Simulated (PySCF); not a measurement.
**Excited-state calculation of C4H4F2Ge**

System: C4H4F2Ge, SMILES FC1=[C](F)[GeH2][CH]=C1.
Method: TDDFT B3LYP/def2-SVPD, vertical, gas phase, core orbitals frozen in the response (PySCF 2.14.0).

The geometry comes from this level: PBE0-D3(BJ)/def2-SVP.

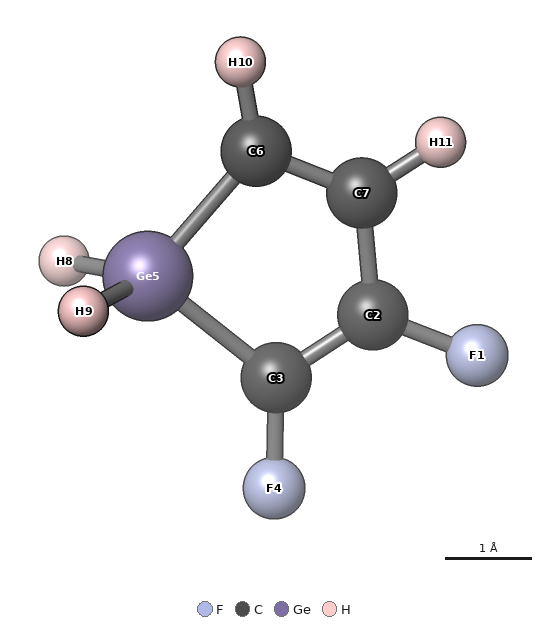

The structure as given in the input (ball-and-stick view, seen at a tilt; atoms are numbered from 1 in the order of the input). Sticks mark near contacts. Bond lengths as drawn: C–C 1.35 to 1.47 Å, C–F 1.33 Å, C–Ge 1.94 to 1.96 Å, C–H 1.09 to 1.10 Å and Ge–H 1.54 Å.

## Input file
```
{"job": {"kind": "uv", "xc": "B3LYP", "basis": "def2-SVPD", "dynamic": true, "nstates": 6, "ntriplets": 0}, "charge": 0, "multiplicity": 1}
F      2.496160    -0.803042    -0.420484
C      1.261250    -0.355702    -0.223225
C      0.887317     0.930798    -0.357440
F      1.715669     1.907780    -0.704267
Ge    -1.023324     1.035400     0.054397
C     -1.023531    -0.882913     0.372106
C      0.230400    -1.329714     0.169102
H     -1.324907     1.891682     1.292306
H     -1.876232     1.491470    -1.137763
H     -1.845564    -1.537372     0.665337
H      0.539710    -2.375087     0.276482
```

The first line tells a small driver script what to run in PySCF; the rest is the geometry in Å.

Hardware: 1 CPU thread, shared host.

Launched with:
```bash
OMP_NUM_THREADS=1 python <driver script> task.json out
```

## The program's output
```
coarse grid: 48624 points
cycle   1  E = -2430.9161689590  dE =  4.140e-01  |g| = 6.930e-01  |ddm| = 5.524e+00
cycle   2  E = -2430.8297771691  dE =  8.639e-02  |g| = 9.868e-01  |ddm| = 1.862e+00
cycle   3  E = -2430.9865429251  dE = -1.568e-01  |g| = 1.493e-01  |ddm| = 1.186e+00
cycle   4  E = -2430.9908519495  dE = -4.309e-03  |g| = 5.116e-02  |ddm| = 2.471e-01
cycle   5  E = -2430.9913922371  dE = -5.403e-04  |g| = 1.759e-02  |ddm| = 7.993e-02
cycle   6  E = -2430.9914566851  dE = -6.445e-05  |g| = 5.990e-03  |ddm| = 2.826e-02
cycle   7  E = -2430.9914652105  dE = -8.525e-06  |g| = 8.434e-04  |ddm| = 8.548e-03
final grid: 102568 points
cycle   8  E = -2430.9915087101  dE =  3.254e-07  |g| = 1.432e-03  |ddm| = 6.486e-03
cycle   9  E = -2430.9915072144  dE =  1.496e-06  |g| = 2.769e-03  |ddm| = 6.485e-03
cycle  10  E = -2430.9915092621  dE = -2.048e-06  |g| = 2.437e-04  |ddm| = 4.236e-03
cycle  11  E = -2430.9915092766  dE = -1.444e-08  |g| = 2.653e-05  |ddm| = 3.547e-04
cycle  12  E = -2430.9915092767  dE = -1.401e-10  |g| = 5.590e-06  |ddm| = 6.207e-05
```

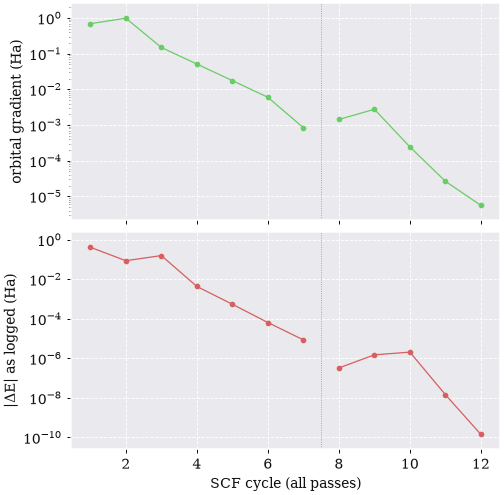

Convergence of the self-consistent field: orbital gradient and size of the energy change against the SCF cycle. The dotted line marks the change from a coarse to the final integration grid. The first 7 cycles use a coarse grid, the final grid takes over at cycle 8, and the field converges after 12 cycles in all.

```
converged SCF energy = -2430.9915092767

Static polarisability (au): isotropic 74.950, principal 54.677 78.773 91.400

Singlet excitations
state   eV       nm        f      main configurations
  1   4.2294    293.1   0.05481   H->L 0.97
  2   5.3580    231.4   0.00513   H->L+1 0.97
  3   5.6271    220.3   0.00046   H-1->L 0.94
  4   5.8333    212.5   0.00175   H->L+2 0.94
  5   6.3303    195.9   0.05304   H-2->L 0.72, H->L+6 0.25
  6   6.3478    195.3   0.00158   H->L+4 0.49, H->L+3 0.41
```

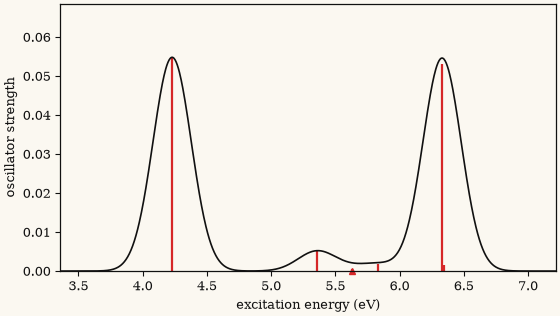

Computed excitations as sticks (degenerate states added up, dark ones marked on the axis), with a Gaussian envelope of 0.35 eV full width at half maximum, scaled to the tallest. Of the 6 states the lowest lies at 4.23 eV (f = 0.055); the strongest line is at 4.23 eV, or 293 nm (f = 0.055).

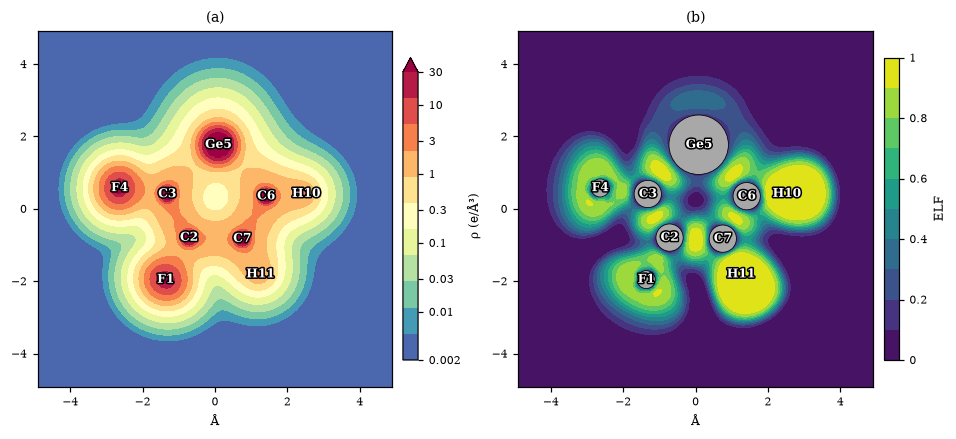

(a) total electron density; (b) ELF on the plane of atoms C2, C3 and Ge5. Grey discs, where drawn, cover atomic cores. Atoms in the plane: F, C, Ge and H. C–C (1.35 Å): ρ at the midpoint is about 2.3 e/Å³; the ELF peaks at about 0.95 between the atoms (a double or triple bond).

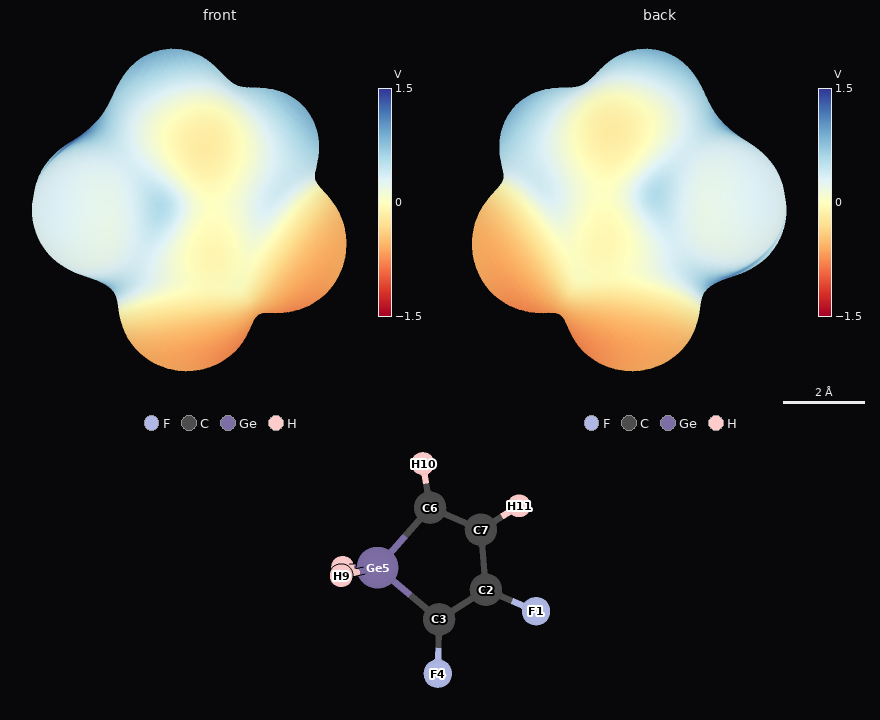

The molecular electrostatic potential painted on the density surface at 0.001 e/bohr³, seen face on and from behind; red is negative and blue positive. The bare structure is drawn below in the same view.

## Summary

```csv
quantity,value
outcome,converged
total energy,−2430.991509 hartree
HOMO,−6.60 eV
LUMO,−1.84 eV
dipole moment,2.56 D
mean polarisability,74.95 a.u.
lowest excitation,4.23 eV
wall time,36 s
peak memory,0.9 GiB
```

## Remarks

Spin–orbit coupling is left out, which matters for the heavy atoms.
